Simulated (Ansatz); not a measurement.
## Fields on a plane of GeSe (GeS type, space group Pnma)

```
GeSe
1.0
   10.51968     0.00000     0.00000
    0.00000     3.82380     0.00000
    0.00000     0.00000     4.14220
Ge Se
4 4
Direct
  0.61625   0.75000   0.59739
  0.88375   0.25000   0.09739
  0.38375   0.25000   0.40261
  0.11625   0.75000   0.90261
  0.35697   0.75000   0.99213
  0.14303   0.25000   0.49213
  0.64303   0.25000   0.00787
  0.85697   0.75000   0.50787
```

The slice is a (001) plane (indices of the conventional cell) through the point (0.616, 0.750, 0.597) (fractional), spanned by u = [010] and v = [100] in vectors of this cell: u (3.82 Å) and v (10.52 Å, at 90° to u). It covers one period; positions are fractions (u, v).

Atoms on it: Ge at (0.00, 0.00). Other atoms lie within 1 Å of the plane.

These are PBEsol-D3(BJ) (plane waves to 420 eV, PAW, scalar-relativistic; Ansatz, a program for electronic structure) values and carry that method's errors. k mesh 3×9×8. These are valence fields of a PAW run, semicore shells included where kept as valence: close to a nucleus they are smooth pseudo fields. GeSe was relaxed with its symmetry unable to fall. The PAW data are Ansatz's earlier set. The relaxed volume of GeSe is well below the measured one.

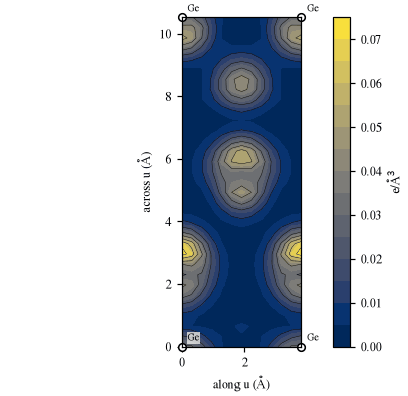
Figure: Density of the highest valence band (whole band, smooth part) in e/Å³, one period of the plane, atoms marked. 

```tsv
v \ u	0.00	0.17	0.33	0.50	0.67	0.83
0.94	0.019	0.026	0.014	0.010	0.014	0.026
0.84	0.012	0.014	0.015	0.014	0.015	0.014
0.75	0.006	0.011	0.020	0.019	0.020	0.011
0.66	0.003	0.004	0.007	0.009	0.007	0.004
0.56	0.011	0.008	0.021	0.038	0.021	0.008
0.47	0.012	0.006	0.011	0.027	0.011	0.006
0.38	0.011	0.008	0.007	0.008	0.007	0.008
0.28	0.016	0.015	0.005	0.004	0.005	0.015
0.19	0.022	0.018	0.006	0.004	0.006	0.018
0.09	0.034	0.022	0.007	0.003	0.007	0.022
0.00	0.012	0.022	0.011	0.004	0.011	0.022
```

Values: density of the lowest conduction band (whole band as if filled, smooth part) in e/Å³.
